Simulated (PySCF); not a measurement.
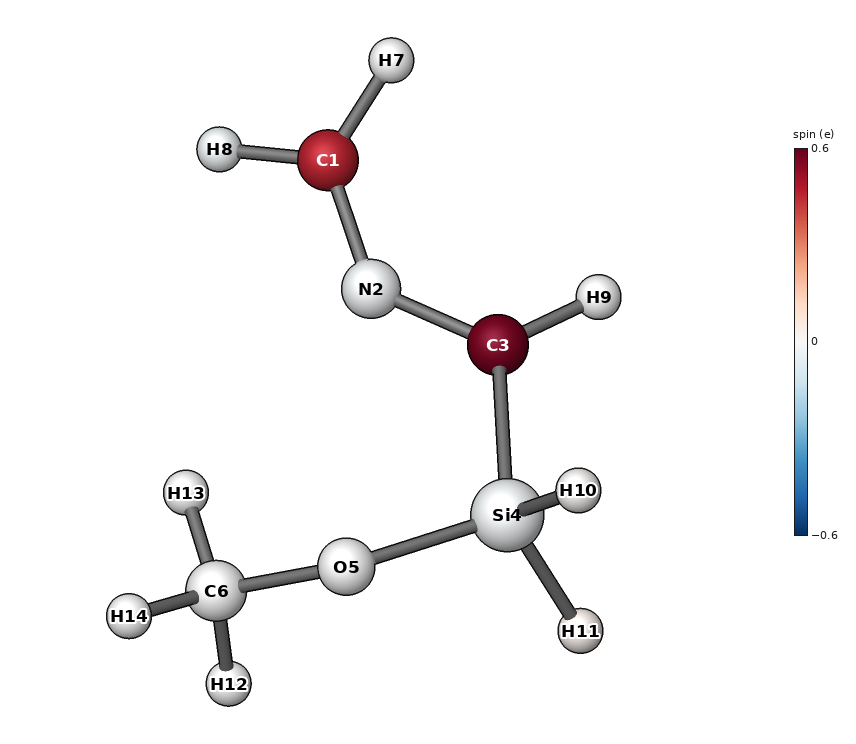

Atoms are coloured by their Mulliken spin populations. Charge 0, doublet. Computed geometry: GFN2-xTB optimisation. No frequency run is at hand to confirm it as a minimum. Level of theory: UKS B3LYP, pcH-1 on C H N O Si, non-relativistic (PySCF 2.14.0).

Give the Mulliken spin populations atom by atom.

```json
{"atom": "C1", "value (e)": "0.46"}
{"atom": "N2", "value (e)": "−0.02"}
{"atom": "C3", "value (e)": "0.57"}
{"atom": "Si4", "value (e)": "−0.02"}
{"atom": "O5", "value (e)": "0.00"}
{"atom": "C6", "value (e)": "0.00"}
{"atom": "H7", "value (e)": "0.00"}
{"atom": "H8", "value (e)": "−0.02"}
{"atom": "H9", "value (e)": "0.00"}
{"atom": "H10", "value (e)": "0.01"}
{"atom": "H11", "value (e)": "0.02"}
{"atom": "H12", "value (e)": "0.00"}
{"atom": "H13", "value (e)": "0.00"}
{"atom": "H14", "value (e)": "0.00"}
```

Mulliken values depend strongly on the basis set. The geometry is semi-empirical. Around Si such bond lengths and angles can be off by a tenth of an ångström or more and by several degrees, and values that hang on the shape move with them.
